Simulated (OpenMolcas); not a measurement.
**Mo⁴⁺ among point charges: CASSCF and CASPT2 levels and susceptibility**

How does a field of 6 point charges split the states of Mo⁴⁺, and what χT follows?

Program: OpenMolcas 26.06. Level of theory: state-averaged CASSCF and CASPT2, spin-orbit coupling by RASSI with atomic mean-field integrals. These are calculated values, not measurements, unless marked.

### Step 1. The atom as given

| Item | Value |
| --- | --- |
| Species | Mo⁴⁺ (molybdenum, Z = 42, 38 electrons) |
| Basis | ANO-RCC-VDZP [6s5p3d1f], 43 functions |
| Scalar Hamiltonian | DKH2, point nucleus |
| Inactive shells | 1s 2s 2p 3s 3p 3d 4s 4p |
| Active space | 2 electrons in 5 orbitals (4d) |
| Some configurations of this space | 4d² |
| Orbitals | optimised for each spin and parity, averaged over all roots |

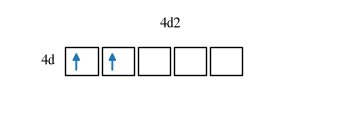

Occupation of the outer shells (arrows by Hund's rule).

The ion sits among 6 point charges of -0.98 e arranged as an octahedron (Oh), 2.2 Å from the ion.

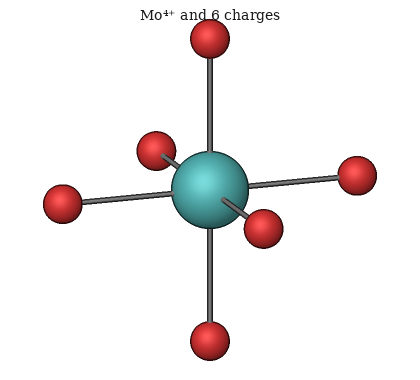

The ion and the point charges (red).

The work runs as a chain of OpenMolcas steps in one folder; each step below is one input file. Labels, J, g values, rates, χT and fits are worked out afterwards by a script from the matrices that RASSI stores. The input lists half of the charges; inversion (Group=XYZ) makes the rest.

### Step 2. GATEWAY and SEWARD: basis and integrals

Input file a.inp:

```
&GATEWAY
Coord
1

Mo 0.0 0.0 0.0
Basis=ANO-RCC-VDZP
Group=XYZ
NoMove
AngMom=0.0 0.0 0.0
AMFI
XField
3 Angstrom 0
2.200000 0.000000 0.000000 -0.980000
0.000000 2.200000 0.000000 -0.980000
0.000000 0.000000 2.200000 -0.980000
&SEWARD
```

Output:

```text
Basis set label: MO.ANO-RCC...6S5P3D1F.

      Electronic valence basis set:
      ------------------
      Associated Effective Charge  42.000000 au
      Associated Actual Charge     42.000000 au
      Nuclear Model: Point charge

      Shell  nPrim  nBasis  Cartesian Spherical Contaminant
         s      21       6        X
         p      18       5        X
         d      13       3                 X
         f       6       1                 X
                  Relativistic Douglas-Kroll-Hess integrals:
                    - DKH order of Hamiltonian: 2
                    - DKH order of Properties : 0
                  Atomic mean-field integrals
```

### Step 3. CASSCF: triplets of even parity, 10 roots

Input file a.inp:

```
&RASSCF
FileOrb=start.orb
Symmetry=1
Spin=3
nActEl=2 0 0
Inactive=9 9
Ras2=5 0
CIRoot=10 10 1
SDav=10
CIMx=300
Iter=120 100
PrWF=0.3
OrbListing=Nothing
MaxOrb=0
>>> COPY $Project.JobIph JOB001
```

start.orb holds the contracted functions of the basis, ordered by shell, or the orbitals of the step before.

Output, cut to the lines that bear on the results:

```text
[...]
      Number of active orbitals                  5
[...]
      Spin quantum number                      1.0
[...]
      Active orbitals                            5   0
[...]
      Number of CSFs                            10
      Number of root(s) required                10
[...]
      Convergence after  7 iterations
[...]
      Natural orbitals and occupation numbers for root  1
      sym 1:   0.964172   0.964172   0.000000   0.035828   0.035828
      Natural orbitals and occupation numbers for root  2
      sym 1:   0.035754  -0.000000   0.964246   0.964246   0.035754
      Natural orbitals and occupation numbers for root  3
      sym 1:   0.000000   0.872039   0.127961   0.872039   0.127961
::    RASSCF root number  1 Total energy:  -4048.16920779
::    RASSCF root number  2 Total energy:  -4048.16920779
::    RASSCF root number  3 Total energy:  -4048.16920779
[...]
::    RASSCF root number  7 Total energy:  -4048.13838102
::    RASSCF root number  8 Total energy:  -4048.09889373
::    RASSCF root number  9 Total energy:  -4048.09889373
::    RASSCF root number 10 Total energy:  -4048.09889373
```

### Step 4. Reference wave functions, singlets of even parity, 15 roots

Input file a.inp:

```
&RASSCF
FileOrb=start.orb
Symmetry=1
Spin=1
nActEl=2 0 0
Inactive=9 9
Ras2=5 0
CIRoot=15 15 1
SDav=15
CIMx=300
Iter=120 100
PrWF=0.3
OrbListing=Nothing
MaxOrb=0
>>> COPY $Project.JobIph JOB002
```

Output, cut to the lines that bear on the results:

```text
[...]
      Number of active orbitals                  5
[...]
      Spin quantum number                      0.0
[...]
      Active orbitals                            5   0
[...]
      Number of CSFs                            15
      Number of root(s) required                15
[...]
      Convergence after  6 iterations
[...]
      Natural orbitals and occupation numbers for root  1
      sym 1:   0.000995   0.737956   0.843937   0.249979   0.167133
      Natural orbitals and occupation numbers for root  2
      sym 1:   0.963714   0.439031   0.053322   0.515676   0.028256
      Natural orbitals and occupation numbers for root  3
      sym 1:   0.657119   0.318891   0.003652   0.877228   0.143110
::    RASSCF root number  1 Total energy:  -4048.11377478
::    RASSCF root number  2 Total energy:  -4048.11377478
::    RASSCF root number  3 Total energy:  -4048.11377478
[...]
::    RASSCF root number 12 Total energy:  -4048.07557317
::    RASSCF root number 13 Total energy:  -4048.06929036
::    RASSCF root number 14 Total energy:  -4048.06929036
::    RASSCF root number 15 Total energy:  -4047.95930882
```

### Step 5. State interaction with spin-orbit coupling

Input file a.inp:

```
&RASSI
NrOfJobIphs=2 10 15
1 2 3 4 5 6 7 8 9 10
1 2 3 4 5 6 7 8 9 10 11 12 13 14 15
IphNames
JOB001
JOB002
EJob
SpinOrbit
DIPRint=1.0
SOCoupling=1000.0
Subsets=2
Property=9
'ANGMOM' 1 'ANGMOM' 2 'ANGMOM' 3 'MLTPL  1' 1 'MLTPL  1' 2 'MLTPL  1' 3
'AMFI' 1 'AMFI' 2 'AMFI' 3
SOProperty=3
'ANGMOM' 1 'ANGMOM' 2 'ANGMOM' 3
```

Output, cut to the lines that bear on the results:

```text
SPIN-FREE ENERGIES:
  (Shifted by EMIN (a.u.) =      -4048.1692077865)
 SF State       Relative EMIN(au)   Rel lowest level(eV)    D:o, cm**(-1)      L_eff
     1             0.0000000000        0.0000000000              0.0000         3.0
     2             0.0000000000        0.0000000000              0.0000         3.0
     3             0.0000000000        0.0000000000              0.0000         3.0
     4             0.0140232608        0.3815923647           3077.7500         3.0
     5             0.0140232608        0.3815923647           3077.7500         3.0
     6             0.0140232608        0.3815923647           3077.7500         3.0
     7             0.0308267638        0.8388389757           6765.6926         3.0
    11             0.0554330100        1.5084090462          12166.1394         2.2
    12             0.0554330100        1.5084090462          12166.1394         2.2
    13             0.0554330100        1.5084090462          12166.1394         2.2
[...]
Eigenvalues of complex Hamiltonian:
   -----------------------------------
  (Shifted by EMIN (a.u.) =      -4048.1692077865)
 SO State       Relative EMIN(au)   Rel lowest level(eV)    D:o, cm**(-1)     J-value
     1            -0.0061496553        0.0000000001              0.0000         2.1
     2            -0.0061496553        0.0000000000              0.0000         1.4
     3            -0.0046502555        0.0408007477            329.0802         2.1
     4            -0.0046502555        0.0408007477            329.0802         2.1
     5            -0.0046502555        0.0408007476            329.0802         1.8
     6             0.0017824092        0.2158424717           1740.8869         2.7
     7             0.0017824092        0.2158424717           1740.8869         2.7
     8             0.0017824092        0.2158424719           1740.8869         2.6
     9             0.0060565516        0.3321478097           2678.9528         3.2
    10             0.0116253775        0.4836832843           3901.1688         2.3
    11             0.0116253775        0.4836832841           3901.1688         2.4
[...]
```

These steps: 4.3 s of run time, 1 thread, shared host.

Spin-free states, with their symmetry labels:

| state | degeneracy | E (cm-1) | free-ion L (%) |
| --- | --- | --- | --- |
| 3T1 | 3 | 0 | F (99) |
| 3T2 | 3 | 3078 | F (100) |
| 3A2 | 1 | 6766 | F (100) |
| 1T2 | 3 | 12166 | D (91) |
| 1E | 2 | 12873 | D (77) |
| 3T1 | 3 | 15432 | P (99) |
| 1T2 | 3 | 18771 | G (91) |
| 1T1 | 3 | 20384 | G (100) |
| 1A1 | 1 | 20550 | G (97) |
| 1E | 2 | 21929 | G (77) |
| 1A1 | 1 | 46067 | S (97) |

With spin-orbit coupling:

```csv
E (cm-1),Degeneracy,Label,2S+1
0.0,2,E,3
329.1,3,T2,3
1741,3,T1,3
2679,1,A1,3
3901,3,T2,3
3964,1,A2,3
4908,3,T1,3
5145,2,E,3
8466,3,T2,3
13328,3,T2,1
13831,2,E,1
15698,1,A1,3
16324,3,T1,3
17576,3,T2,3
17673,2,E,3
20247,3,T2,1
21782,3,T1,1
21956,1,A1,1
23412,2,E,1
47579,1,A1,1
```

Powder χT (cm³ K/mol): 0.00 at 2 K, 0.00 at 5 K, 0.00 at 10 K, 0.01 at 20 K, 0.02 at 50 K, 0.05 at 100 K, 0.08 at 150 K, 0.12 at 200 K, 0.15 at 250 K, 0.19 at 300 K.

A ligand-field fit to the states below 45000 cm-1 gives 10Dq = 3753 cm-1, B = 863 cm-1 and C = 3466 cm-1 (C/B = 4.02), with a deviation of 42 cm-1.

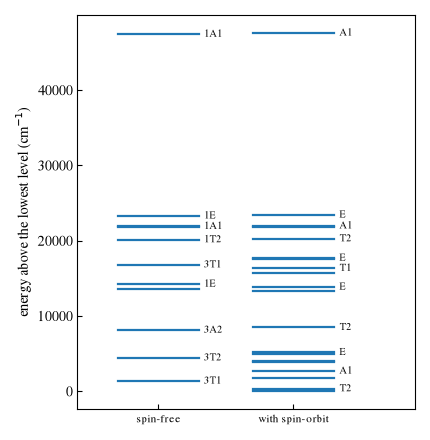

The states in the field without (left) and with (right) spin-orbit coupling.

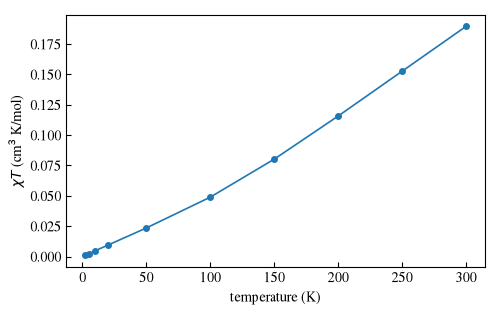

χT against temperature.

Orbitals of the lowest block (energies include the constant potential of the surroundings):

| shell | space | energy (hartree) | mean occupation | ⟨r²⟩ (bohr²) |
| --- | --- | --- | --- | --- |
| 1s | inactive | -739.0889 | 2.000 | 0.00163 |
| 2s | inactive | -107.5301 | 2.000 | 0.0277 |
| 2p | inactive | -95.9847 | 6.000 | 0.0219 |
| 3s | inactive | -19.8295 | 2.000 | 0.208 |
| 3p | inactive | -15.9323 | 6.000 | 0.213 |
| 3d | inactive | -9.5701 | 10.000 | 0.205 |
| 4s | inactive | -3.2398 | 2.000 | 1.38 |
| 4p | inactive | -2.0530 | 6.000 | 1.64 |
| 4d | RAS2 |  | 2.000 | 2.71 |

### Step 6. CASPT2: IPEA 0.25, imaginary shift 0.1 (closed shells correlated: 4s 4p)

Input file a.inp:

```
>>> COPY JOB001 $Project.JobIph
&CASPT2
Multistate=10 1 2 3 4 5 6 7 8 9 10
NoMult
Frozen=8 6
IPEA=0.25
Imaginary=0.1
MaxIter=60
WThr=0.0 0.3 0.05
PrWF=0.5
NoMix
>>> COPY JOB002 $Project.JobIph
&CASPT2
Multistate=15 1 2 3 4 5 6 7 8 9 10 11 12 13 14 15
NoMult
Frozen=8 6
IPEA=0.25
Imaginary=0.1
MaxIter=60
WThr=0.0 0.3 0.05
PrWF=0.5
NoMix
```

Output, cut to the lines that bear on the results:

```text
[...]
      Active orbitals                            5   0
[...]
      E2 (Variational):          -0.1838310617
      Total energy:           -4048.3530388482
[...]
::    CASPT2 Root  1     Total energy:  -4048.35303885
::    CASPT2 Root  2     Total energy:  -4048.35303718
[...]
::    CASPT2 Root 12     Total energy:  -4048.27064725
::    CASPT2 Root 13     Total energy:  -4048.26145656
::    CASPT2 Root 14     Total energy:  -4048.26140708
::    CASPT2 Root 15     Total energy:  -4048.17291494
```

This run: 1.4 s of run time, 1 thread, shared host.

SS-CASPT2: lowest energy less the reference's lowest, -0.1843 hartree; reference weights 0.950 to 0.962.

Spin-free states, with their symmetry labels:

| state | degeneracy | E (cm-1) | free-ion L (%) |
| --- | --- | --- | --- |
| 3T1 | 3 | 0 | F (99) |
| 3T2 | 3 | 3252 | F (100) |
| 3A2 | 1 | 7133 | F (100) |
| 1T2 | 3 | 9884 | D (91) |
| 1E | 2 | 10898 | D (77) |
| 3T1 | 3 | 13191 | P (99) |
| 1T2 | 3 | 16619 | G (91) |
| 1A1 | 1 | 18181 | G (97) |
| 1T1 | 3 | 18784 | G (100) |
| 1E | 2 | 20204 | G (77) |
| 1A1 | 1 | 39631 | S (97) |

With spin-orbit coupling:

```tsv
E (cm-1)	Degeneracy	Label	2S+1
0	2	E	3
320	3	T2	3
1750	3	T1	3
2670	1	A1	3
4040	3	T2	3
4140	1	A2	3
5060	3	T1	3
5290	2	E	3
8790	3	T2	3
11110	3	T2	1
11840	2	E	1
13430	1	A1	3
14080	3	T1	3
15340	3	T2	3
15480	2	E	3
18110	3	T2	1
19590	1	A1	1
20190	3	T1	1
21690	2	E	1
41170	1	A1	1
```

Powder χT (cm³ K/mol): 0.00 at 2 K, 0.00 at 5 K, 0.00 at 10 K, 0.01 at 20 K, 0.02 at 50 K, 0.05 at 100 K, 0.08 at 150 K, 0.12 at 200 K, 0.15 at 250 K, 0.19 at 300 K.

A ligand-field fit to the states below 45000 cm-1 gives 10Dq = 4214 cm-1, B = 724 cm-1 and C = 2991 cm-1 (C/B = 4.13), with a deviation of 376 cm-1.

### Step 7. The methods side by side

A. CASSCF
B. SS-CASPT2, IPEA 0.25, imaginary shift 0.1 (closed shells correlated: 4s 4p)

| method | ground state | first state of that spin (cm-1) | first gap with spin-orbit (cm-1) | χT at 300 K |
| --- | --- | --- | --- | --- |
| A | 3T1 | 3T2 3078 | 329.1 | 0.19 |
| B | 3T1 | 3T2 3252 | 323.0 | 0.19 |

### Step 8. What came out

```
                                            quantity                                                                        value
                                              method  SS-CASPT2, IPEA 0.25, imaginary shift 0.1 (closed shells correlated: 4s 4p)
                              spin-free ground state                                              3T1, 3-fold in its orbital part
first state of the same spin within the active space                                                             3T2 at 3250 cm⁻¹
                                        lowest level                                               2-fold E, g = 0.00, 0.00, 0.00
                                          next level                                                                   323.0 cm⁻¹
                                         χT at 300 K                                                               0.19 cm³ K/mol
                           effective moment at 300 K                                                                      1.23 μB
```

Cost by method:

| method | time of its own steps | time with the reference |
| --- | --- | --- |
| A. CASSCF | 4.3 s | 4.3 s |
| B. SS-CASPT2, IPEA 0.25, imaginary shift 0.1, +4s 4p | 1.4 s | 5.7 s |

Times are of one thread on a shared host.

**Reading.** The spin-free ground state (3T1) comes to 99 % from free-ion F terms and keeps the highest spin of the shell. χT at 300 K is 0.19, against 1.00 cm³ K/mol for the spin alone, so spin-orbit coupling lowers it. A ligand-field fit to the states below 45000 cm-1 gives 10Dq = 4214 cm-1, B = 724 cm-1 and C = 2991 cm-1 (C/B = 4.13), with a deviation of 376 cm-1. CASPT2 does not keep the components of a term degenerate, and the means are used. The field of point charges can differ much from that of real complexes. Point charges carry no covalency, so the field is a model and not that of real ligands.
